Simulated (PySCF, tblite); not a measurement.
# C₆H₁₁F₂NSi: geometry, infrared bands and NMR shifts

What infrared bands and NMR shifts should C₆H₁₁F₂NSi (`C=C[Si@@H]1NCC[C@H]1C(F)F`) show?

Computed with tblite 0.8.0 and PySCF 2.14.0, with density-fitted response routines of our own, on a single molecule in the gas phase. Atoms are numbered from 0 throughout.

### Step 1. The molecule as given

21 atoms, charge 0, multiplicity 1; geometry from: force field or distance geometry start.

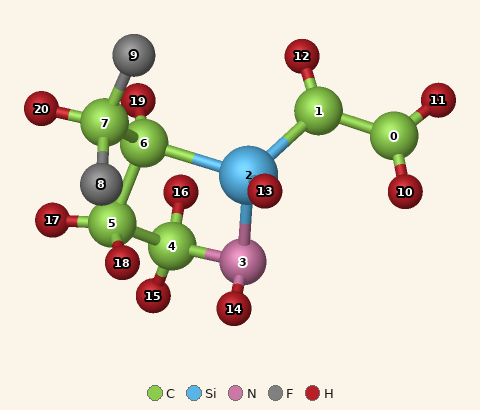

As it starts; carbon green, silicon blue, nitrogen pink, fluorine grey, hydrogen red, atoms numbered.

### Step 2. Relaxing the molecule with GFN2-xTB

Job settings and geometry (Å):

```
{"job": {"kind": "relax", "xc": "GFN2-xTB", "basis": "xTB"}, "charge": 0, "multiplicity": 1}
C      3.241200     0.800400    -0.172600
C      1.960700     0.986600    -0.610000
Si     0.643700     0.314400     0.446500
N      0.799600    -1.461700     0.428300
C     -0.231100    -1.793600    -0.529200
C     -1.472900    -1.061100    -0.059700
C     -1.066100     0.394800    -0.363600
C     -2.015400     1.273300     0.382000
F     -2.233500     0.848400     1.687100
F     -1.680000     2.619500     0.321300
H      3.350400     0.270800     0.768000
H      4.068200     1.176500    -0.753700
H      1.754800     1.506100    -1.525000
H      0.619100     0.865900     1.795500
H      0.523500    -1.798300     1.400500
H     -0.393700    -2.877600    -0.625400
H      0.026900    -1.326000    -1.523000
H     -2.394000    -1.346400    -0.556900
H     -1.472200    -1.145900     1.049400
H     -1.009900     0.566200    -1.444200
H     -3.028300     1.204700    -0.115900
```

Command:

```bash
$ OMP_NUM_THREADS=1 python probes_run.py task.json out
```

The driver reads the jobs from task.json and runs them one after another.

What it wrote:

```text
step      E/eV     max force
  0    -884.86918    2.873
  1    -885.12739    2.223
  2    -885.26883    0.895
  3    -885.37985    0.698
  4    -885.45284    0.530
  5    -885.49915    0.505
  6    -885.55531    0.528
  7    -885.60194    0.648
  8    -885.64052    0.512
  9    -885.67143    0.353
 10    -885.70061    0.353
 11    -885.73147    0.488
 12    -885.75923    0.471
 13    -885.77676    0.321
 14    -885.78959    0.234
 15    -885.80272    0.288
 16    -885.81365    0.321
 17    -885.82058    0.258
 18    -885.82541    0.179
 19    -885.83057    0.276
 20    -885.83709    0.294
 21    -885.84388    0.205
 22    -885.84986    0.171
 23    -885.85603    0.193
 24    -885.86385    0.320
 25    -885.87292    0.313
 26    -885.87989    0.281
 27    -885.88701    0.172
 28    -885.89297    0.219
 29    -885.90071    0.234
 30    -885.90561    0.176
 31    -885.90957    0.135
 32    -885.91333    0.211
 33    -885.91837    0.333
 34    -885.91755    0.754
 35    -885.92868    0.229
 36    -885.93391    0.147
 37    -885.94144    0.336
 38    -885.94450    0.151
 39    -885.95050    0.158
 40    -885.95541    0.135
 41    -885.95797    0.120
 42    -885.96092    0.114
 43    -885.96470    0.113
 44    -885.96761    0.203
 45    -885.97121    0.166
 46    -885.97367    0.141
 47    -885.97551    0.104
 48    -885.97667    0.102
 49    -885.97814    0.100
 50    -885.97930    0.074
 51    -885.98016    0.070
 52    -885.98078    0.062
 53    -885.98145    0.064
 54    -885.98223    0.059
 55    -885.98309    0.064
 56    -885.98403    0.072
 57    -885.98508    0.074
 58    -885.98618    0.077
 59    -885.98723    0.070
 60    -885.98821    0.074
 61    -885.98921    0.073
 62    -885.99027    0.088
 63    -885.99132    0.083
 64    -885.99223    0.102
 65    -885.99308    0.076
 66    -885.99398    0.086
 67    -885.99501    0.099
 68    -885.99601    0.084
 69    -885.99698    0.065
 70    -885.99786    0.069
 71    -885.99872    0.061
 72    -885.99938    0.066
 73    -885.99985    0.050
 74    -886.00020    0.045
 75    -886.00055    0.049
 76    -886.00093    0.049
 77    -886.00132    0.048
 78    -886.00170    0.045
 79    -886.00217    0.065
 80    -886.00283    0.075
 81    -886.00374    0.070
 82    -886.00481    0.083
 83    -886.00580    0.082
 84    -886.00672    0.076
 85    -886.00767    0.067
 86    -886.00857    0.048
 87    -886.00932    0.047
 88    -886.00984    0.045
 89    -886.01024    0.046
 90    -886.01062    0.054
 91    -886.01116    0.047
 92    -886.01150    0.041
 93    -886.01191    0.049
 94    -886.01229    0.047
 95    -886.01263    0.040
 96    -886.01282    0.034
 97    -886.01296    0.030
 98    -886.01311    0.031
 99    -886.01334    0.033
100    -886.01361    0.032
101    -886.01383    0.031
102    -886.01398    0.029
103    -886.01414    0.025
104    -886.01437    0.032
105    -886.01464    0.034
106    -886.01486    0.031
107    -886.01500    0.029
108    -886.01511    0.023
109    -886.01520    0.020
110    -886.01530    0.019
111    -886.01537    0.017
112    -886.01543    0.013
113    -886.01548    0.013
114    -886.01552    0.012
115    -886.01555    0.013
116    -886.01558    0.013
117    -886.01560    0.012
118    -886.01562    0.014
119    -886.01564    0.013
120    -886.01567    0.011
121    -886.01571    0.012
122    -886.01576    0.012
123    -886.01580    0.014
124    -886.01583    0.016
125    -886.01586    0.015
126    -886.01590    0.016
127    -886.01596    0.017
128    -886.01604    0.016
129    -886.01612    0.019
130    -886.01620    0.017
131    -886.01626    0.015
132    -886.01631    0.015
133    -886.01635    0.013
134    -886.01640    0.016
135    -886.01645    0.017
136    -886.01649    0.013
137    -886.01652    0.013
138    -886.01654    0.012
139    -886.01656    0.010
140    -886.01659    0.012
141    -886.01663    0.013
142    -886.01667    0.016
143    -886.01671    0.018
144    -886.01676    0.017
145    -886.01682    0.018
146    -886.01689    0.018
147    -886.01695    0.014
148    -886.01700    0.016
149    -886.01706    0.016
150    -886.01714    0.018
151    -886.01724    0.022
152    -886.01732    0.020
153    -886.01739    0.021
154    -886.01746    0.027
155    -886.01757    0.028
156    -886.01781    0.042
157    -886.01818    0.057
158    -886.01858    0.053
159    -886.01880    0.105
160    -886.01918    0.082
161    -886.01955    0.102
162    -886.02004    0.066
163    -886.02066    0.073
164    -886.02126    0.075
165    -886.02161    0.092
166    -886.02168    0.061
167    -886.02212    0.037
168    -886.02243    0.060
169    -886.02298    0.074
170    -886.02344    0.057
171    -886.02384    0.053
172    -886.02404    0.030
173    -886.02422    0.034
174    -886.02440    0.043
175    -886.02474    0.045
176    -886.02500    0.041
177    -886.02527    0.050
178    -886.02563    0.063
179    -886.02603    0.067
180    -886.02643    0.064
181    -886.02657    0.142
182    -886.02711    0.041
183    -886.02745    0.039
184    -886.02804    0.070
185    -886.02841    0.059
186    -886.02936    0.058
187    -886.03010    0.096
188    -886.02208    0.570
189    -886.03082    0.103
190    -886.03124    0.055
191    -886.03228    0.074
192    -886.03278    0.164
193    -886.03363    0.063
194    -886.03478    0.069
195    -886.03551    0.073
196    -886.03587    0.067
197    -886.03589    0.089
198    -886.03623    0.024
199    -886.03639    0.040
200    -886.03662    0.059
201    -886.03677    0.053
202    -886.03692    0.036
203    -886.03704    0.032
204    -886.03714    0.028
205    -886.03719    0.017
206    -886.03722    0.017
207    -886.03724    0.016
208    -886.03726    0.009
```

Wall time 2 s (1 thread of Arm Neoverse V1, shared host); peak memory 0.18 GiB.

Step by step: (not every step is listed)

| step | energy from step 0 (eV) | largest force (eV/Å) |
| --- | --- | --- |
| 0 | 0.0000 | 2.8731 |
| 1 | -0.2582 | 2.2231 |
| 2 | -0.3996 | 0.8945 |
| 3 | -0.5107 | 0.6978 |
| 4 | -0.5837 | 0.5298 |
| 5 | -0.6300 | 0.5048 |
| 6 | -0.6861 | 0.5278 |
| 7 | -0.7328 | 0.6479 |
| 8 | -0.7713 | 0.5120 |
| 27 | -1.0178 | 0.1724 |
| 46 | -1.1045 | 0.1405 |
| 65 | -1.1239 | 0.0761 |
| 84 | -1.1375 | 0.0765 |
| 103 | -1.1450 | 0.0255 |
| 122 | -1.1466 | 0.0120 |
| 141 | -1.1474 | 0.0127 |
| 160 | -1.1500 | 0.0817 |
| 179 | -1.1568 | 0.0671 |
| 198 | -1.1671 | 0.0239 |
| 203 | -1.1679 | 0.0320 |
| 204 | -1.1680 | 0.0284 |
| 205 | -1.1680 | 0.0170 |
| 206 | -1.1680 | 0.0166 |
| 207 | -1.1681 | 0.0156 |
| 208 | -1.1681 | 0.0091 |

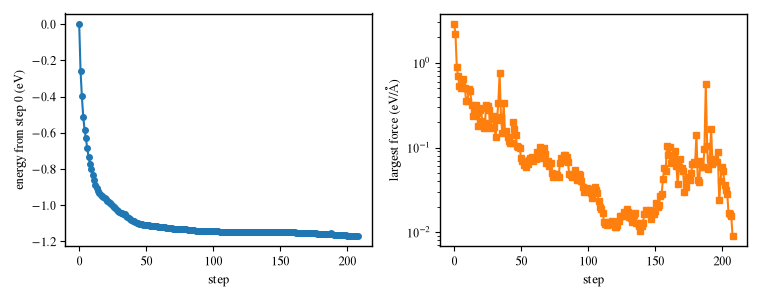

Energy and largest force along the relaxation.

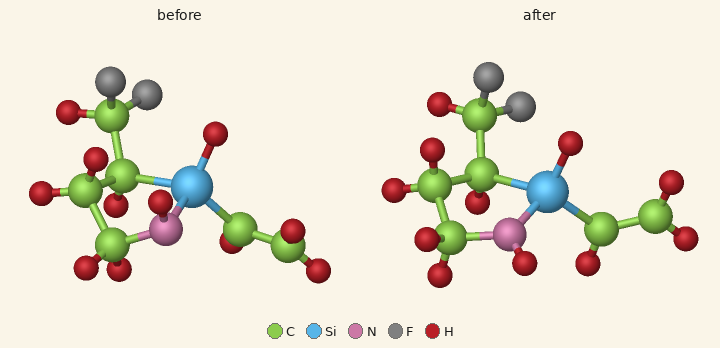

The geometry before (left) and after (right).

Close pairs (by a distance rule), those that changed most:

| bond | before (Å) | after (Å) | change (Å) |
| --- | --- | --- | --- |
| Si2–N3 | 1.783 | 1.717 | -0.066 |
| C1–Si2 | 1.817 | 1.881 | +0.064 |
| N3–H14 | 1.065 | 1.004 | -0.061 |
| C0–C1 | 1.366 | 1.323 | -0.043 |
| C7–F8 | 1.390 | 1.359 | -0.030 |
| C4–H16 | 1.128 | 1.099 | -0.029 |
| C7–F9 | 1.389 | 1.360 | -0.029 |
| C7–H20 | 1.131 | 1.104 | -0.027 |

The end geometry stands in the next job.

### Step 3. Vibrational analysis with GFN2-xTB

Job settings and geometry (Å):

```
{"job": {"kind": "ir", "xc": "GFN2-xTB", "basis": "xTB"}, "charge": 0, "multiplicity": 1}
C      3.085868     1.561542     0.048610
C      2.110252     0.859575    -0.504298
Si     0.745555     0.009198     0.472097
N      0.608798    -1.678726     0.187743
C     -0.632470    -2.129294    -0.404621
C     -1.671251    -1.047378    -0.123830
C     -0.985713     0.305736    -0.294579
C     -1.777911     1.411264     0.350843
F     -1.854133     1.253340     1.698946
F     -1.177847     2.616263     0.156995
H      3.138378     1.706453     1.114655
H      3.869638     2.028742    -0.527807
H      2.108493     0.748754    -1.583345
H      0.795658     0.328534     1.900104
H      1.351235    -2.355131     0.200414
H     -0.939931    -3.084829     0.032198
H     -0.520894    -2.273437    -1.488808
H     -2.540326    -1.161467    -0.774821
H     -2.000978    -1.137841     0.912458
H     -0.906944     0.554703    -1.355322
H     -2.814396     1.500943    -0.018103
```

What it wrote:

```text
mode    cm-1     km/mol
  1      35.3      0.39
  2      46.9      3.32
  3      72.3      0.52
  4      99.6      1.65
  5     123.4      2.32
  6     170.0     15.73
  7     178.4     21.55
  8     237.5      2.04
  9     274.6      1.00
 10     324.8     72.50
 11     365.1     15.65
 12     449.1      2.44
 13     484.8      6.61
 14     490.9      7.03
 15     556.4      9.57
 16     592.9     65.25
 17     647.9     75.30
 18     679.3     91.38
 19     696.4     12.36
 20     733.3    120.05
 21     857.9    117.02
 22     885.7      3.09
 23     921.1     16.37
 24     959.5    117.91
 25     973.4      2.49
 26    1003.8     14.55
 27    1007.4     22.95
 28    1023.6     13.52
 29    1035.4    130.12
 30    1098.3     12.86
 31    1130.7     49.95
 32    1142.5      5.68
 33    1147.3     73.29
 34    1187.5     16.95
 35    1229.2     72.85
 36    1258.7      3.57
 37    1266.8     26.44
 38    1272.6     46.12
 39    1288.9     27.09
 40    1304.2     32.34
 41    1339.8     13.12
 42    1362.5     18.61
 43    1420.3      2.66
 44    1484.6      0.81
 45    1502.8      1.41
 46    1672.5     20.15
 47    2261.2    279.93
 48    2853.1     66.75
 49    2859.7     69.12
 50    2932.1     70.70
 51    2958.6     28.19
 52    2971.2     69.94
 53    2991.7     38.18
 54    3015.1     37.58
 55    3078.3     42.50
 56    3111.8     42.17
 57    3503.5      2.94
```

Wall time 1.1 s (1 thread of Arm Neoverse V1, shared host); peak memory 0.18 GiB.

Which atoms move in the most intense modes:

| cm⁻¹ | km/mol | atoms |
| --- | --- | --- |
| 648 | 75.3 | H13 34 %, Si2 19 %, C7 12 % |
| 679 | 91.4 | H13 71 %, C1 10 % |
| 733 | 120.0 | Si2 41 %, C1 23 % |
| 858 | 117.0 | Si2 34 %, N3 33 % |
| 960 | 117.9 | C7 35 %, H19 27 %, F8 25 % |
| 1035 | 130.1 | C7 35 %, F9 18 %, H17 13 % |
| 1147 | 73.3 | C4 23 %, C5 18 %, C6 16 %, N3 12 % |
| 2261 | 279.9 | H13 97 % |

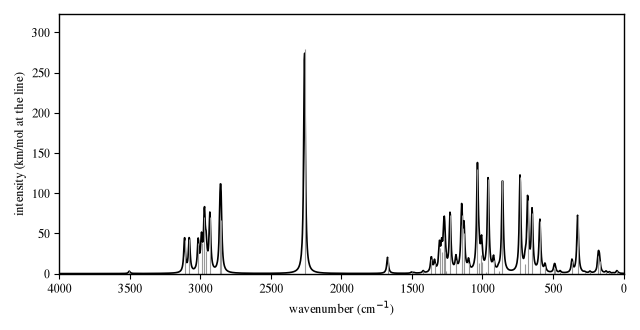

The infrared spectrum from these modes, unscaled. Lines are broadened to a width of 14 cm⁻¹ (Lorentzian).

### Step 4. Nuclear shieldings: PBE0/pcSseg-1

Same as in step 3 but for these lines:

```diff
@@ -1,2 +1,2 @@
-{"job": {"kind": "ir", "xc": "GFN2-xTB", "basis": "xTB"}, "charge": 0, "multiplicity": 1}
+{"job": {"kind": "nmr", "xc": "PBE0", "basis": "pcSseg-1"}, "charge": 0, "multiplicity": 1}
 C      3.085868     1.561542     0.048610
```

Level: GIAO PBE0/pcSseg-1 NMR shielding, non-relativistic, gas phase.

What it wrote:

```text
coarse grid: 18200 points
cycle   1  E = -778.2911640690  dE =  1.329e+00  |g| = 7.948e-01  |ddm| = 4.141e+00
cycle   2  E = -778.2077168750  dE =  8.345e-02  |g| = 1.083e+00  |ddm| = 1.314e+00
cycle   3  E = -778.4102617084  dE = -2.025e-01  |g| = 8.462e-02  |ddm| = 7.989e-01
cycle   4  E = -778.4115019927  dE = -1.240e-03  |g| = 3.901e-02  |ddm| = 1.055e-01
cycle   5  E = -778.4118597430  dE = -3.578e-04  |g| = 7.618e-03  |ddm| = 3.761e-02
cycle   6  E = -778.4118696785  dE = -9.936e-06  |g| = 3.572e-03  |ddm| = 7.921e-03
cycle   7  E = -778.4118725989  dE = -2.920e-06  |g| = 7.072e-04  |ddm| = 3.176e-03
final grid: 172472 points
cycle   8  E = -778.4824500831  dE = -5.498e-05  |g| = 9.822e-03  |ddm| = 3.103e-02
cycle   9  E = -778.4824371200  dE =  1.296e-05  |g| = 1.282e-02  |ddm| = 1.953e-02
cycle  10  E = -778.4824730034  dE = -3.588e-05  |g| = 1.329e-03  |ddm| = 1.080e-02
cycle  11  E = -778.4824733438  dE = -3.404e-07  |g| = 3.415e-04  |ddm| = 1.240e-03
cycle  12  E = -778.4824733668  dE = -2.298e-08  |g| = 1.404e-04  |ddm| = 3.411e-04
cycle  13  E = -778.4824733712  dE = -4.448e-09  |g| = 3.905e-05  |ddm| = 1.369e-04
cycle  14  E = -778.4824733716  dE = -3.477e-10  |g| = 8.622e-06  |ddm| = 3.502e-05
converged SCF energy = -778.4824733716

GIAO shielding tensors (ppm)
atom      isotropic    diamagn.    paramagn.     s11        s22        s33       span
  0 C       42.527     252.145    -209.618    -86.839     47.174    167.247    254.087
  1 C       41.460     263.416    -221.956    -77.053     34.026    167.407    244.460
  2 Si     363.927     881.897    -517.970    344.935    359.186    387.660     42.725
  3 N      233.717     324.810     -91.093    190.184    228.906    282.059     91.875
  4 C      137.313     243.223    -105.911    114.586    132.470    164.882     50.296
  5 C      156.775     249.531     -92.756    136.310    164.092    169.924     33.614
  6 C      148.536     256.264    -107.728    130.973    148.373    166.263     35.290
  7 C       62.029     236.949    -174.920     40.890     68.655     76.542     35.652
  8 F      307.822     475.117    -167.295    220.817    338.813    363.836    143.019
  9 F      293.641     474.898    -181.256    195.827    332.581    352.516    156.690
 10 H       25.451      31.044      -5.593     21.108     25.030     30.216      9.108
 11 H       25.242      27.760      -2.518     21.760     24.772     29.194      7.435
 12 H       25.340      32.894      -7.554     22.055     25.052     28.912      6.857
 13 H       26.386      31.077      -4.691     23.542     24.340     31.276      7.734
 14 H       31.416      32.383      -0.968     22.100     28.854     43.292     21.191
 15 H       28.193      27.885       0.307     23.118     26.313     35.147     12.029
 16 H       28.290      29.945      -1.655     23.016     26.335     35.520     12.503
 17 H       29.798      30.243      -0.445     25.174     27.327     36.892     11.718
 18 H       29.817      31.169      -1.352     24.901     29.221     35.327     10.426
 19 H       30.158      34.333      -4.174     27.126     28.378     34.971      7.845
 20 H       25.286      27.476      -2.190     22.835     23.694     29.331      6.496
```

Run time: 58 s. Hardware: 1 thread of Arm Neoverse V1, shared host; peak memory 1.1 GiB.

The references, computed at this level on geometries of the same kind, shield at (ppm): 1H TMS 31.72, 13C TMS 186.9, 29Si TMS 349.2, 19F CFCl3 170.9, 15N NH3 267.7. Their shielding less the atom's gives the shift. The references are single molecules in the gas phase, so shifts against H2O, NH3, PH3, H3PO4 or CFCl3 are not on the usual liquid scales and can be off by tens of ppm.

| atoms | environment | σ (ppm) | δ (ppm) | δ scaled to CDCl3 |
| --- | --- | --- | --- | --- |
| C1 | alkene CH | 41.5 | 145.5 | 140.1 |
| C0 | terminal =CH2 carbon | 42.5 | 144.4 | 139.0 |
| C7 | sp3 CH bonded to 2 F | 62.0 | 124.9 | 120.0 |
| C4 | sp3 CH2 bonded to N | 137.3 | 49.6 | 46.5 |
| C6 | sp3 CH bonded to Si | 148.5 | 38.4 | 35.6 |
| C5 | sp3 CH2 in a ring | 156.8 | 30.1 | 27.5 |
| H11 | hydrogen on a terminal =CH2 carbon | 25.24 | 6.47 | 6.21 |
| H20 | hydrogen on an sp3 CH bonded to 2 F | 25.29 | 6.43 | 6.17 |
| H12 | hydrogen on an alkene CH | 25.34 | 6.38 | 6.12 |
| H10 | hydrogen on a terminal =CH2 carbon | 25.45 | 6.27 | 6.01 |
| H13 | hydrogen on a silicon bonded to 2 C, N, in a 5-membered ring | 26.39 | 5.33 | – |
| H15 | hydrogen on an sp3 CH2 bonded to N | 28.19 | 3.52 | 3.43 |
| H16 | hydrogen on an sp3 CH2 bonded to N | 28.29 | 3.43 | 3.34 |
| H17 | hydrogen on an sp3 CH2 in a ring | 29.80 | 1.92 | 1.91 |
| H18 | hydrogen on an sp3 CH2 in a ring | 29.82 | 1.90 | 1.90 |
| H19 | hydrogen on an sp3 CH bonded to Si | 30.16 | 1.56 | 1.57 |
| H14 | hydrogen on a nitrogen bonded to C, Si, in a 5-membered ring | 31.42 | 0.30 | – |
| Si2 | silicon bonded to 2 C, N, H, in a 5-membered ring | 363.9 | -14.8 | – |
| N3 | nitrogen bonded to C, Si, H, in a 5-membered ring | 233.7 | 34.0 | – |
| F9 | fluorine of a CF2 group | 293.6 | -122.7 | – |
| F8 | fluorine of a CF2 group | 307.8 | -136.9 | – |

The scaled column applies a straight-line fit of computed shieldings to shifts measured in CDCl3, and one for carbons that bear F (root-mean-square error 0.16 ppm for H, 1.9 ppm for C).

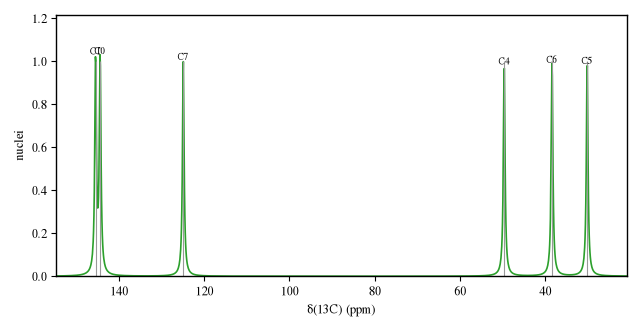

13C lines at the computed shifts, without couplings. Lines are broadened to a width of 0.46 ppm (Lorentzian).

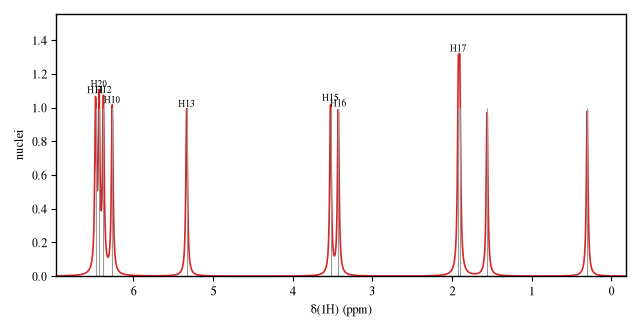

1H lines at the computed shifts, without couplings. Lines are broadened to a width of 0.02 ppm (Lorentzian).

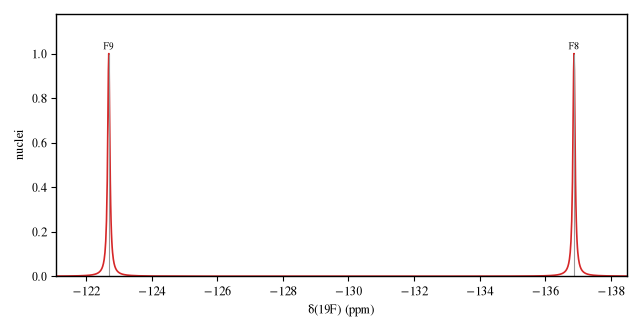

19F lines at the computed shifts, without couplings. Lines are broadened to a width of 0.08 ppm (Lorentzian).

The run also stored atomic charges by several schemes (e):

```csv
atoms,Mulliken,IAO,Hirshfeld,ESP fit
C0,-0.14,-0.27,-0.08,-0.25
C1,-0.51,-0.44,-0.14,-0.40
Si2,1.02,1.01,0.38,0.69
N3,-0.68,-0.69,-0.25,-0.74
C4,0.03,-0.13,-0.02,0.14
C5,-0.22,-0.26,-0.07,-0.16
C6,-0.66,-0.42,-0.13,-0.20
C7,0.59,0.45,0.14,0.24
F8,-0.31,-0.31,-0.10,-0.20
F9,-0.31,-0.31,-0.11,-0.22
```

IAO charges:

C0 -0.27; C1 -0.44; Si2 1.01; N3 -0.69; C4 -0.13; C5 -0.26; C6 -0.42; C7 0.45; F8 -0.31; F9 -0.31; H10 0.15; H11 0.15; H12 0.15; H13 -0.14; H14 0.26; H15 0.13; H16 0.11; H17 0.14; H18 0.14; H19 0.15; H20 0.13

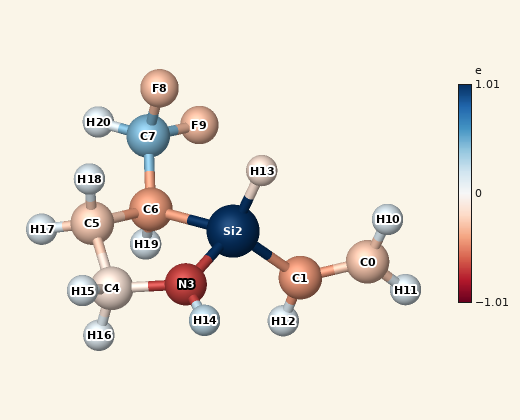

IAO charges, as colours on the atoms.

Mayer bond orders: C0–C1 1.98, C1–Si2 0.87, Si2–N3 1.02, N3–C4 0.97, C4–C5 1.05, C5–C6 0.99, C6–C7 1.02, C7–F8 0.94, C7–F9 0.93, C6–Si2 0.78.

Ring of atoms Si2, N3, C4, C5, C6: NICS(0) -6.4, NICS(1) -3.2, NICS(1)zz -2.3 ppm (means of both faces).

### Step 5. What came out

| quantity | value |
| --- | --- |
| strongest single infrared mode (GFN2-xTB) | 2261 cm⁻¹, 280 km/mol |
| zero-point energy (GFN2-xTB) | 100.9 kcal/mol |
| 13C shifts against TMS (PBE0/pcSseg-1) | 145.5, 144.4, 124.9, 49.6, 38.4, 30.1 ppm |
| 1H shifts against TMS (PBE0/pcSseg-1) | 6.47, 6.43, 6.38, 6.27, 5.33, 3.52, 3.43, 1.92, 1.90, 1.56, 0.30 ppm |
| 29Si shifts against TMS (PBE0/pcSseg-1) | -14.8 ppm |
| 15N shifts against NH3 (PBE0/pcSseg-1) | 34.0 ppm |
| 19F shifts against CFCl3 (PBE0/pcSseg-1) | -122.7, -136.9 ppm |

In words: The optimisation took 208 steps and gained 1.168 eV; among the close pairs (by a distance rule), Si2–N3 changed most, from 1.783 to 1.717 Å. No mode is imaginary among the 57: a minimum at this level. The strongest single mode, at 2261 cm⁻¹, moves mainly H13. GFN2-xTB is a fitted tight-binding method: band positions and strengths are rough. Its intensities can rank the bands wrongly. C1 (alkene CH) lies farthest downfield among carbon, at 145.5 ppm; an sp2 carbon of a C=C bond.
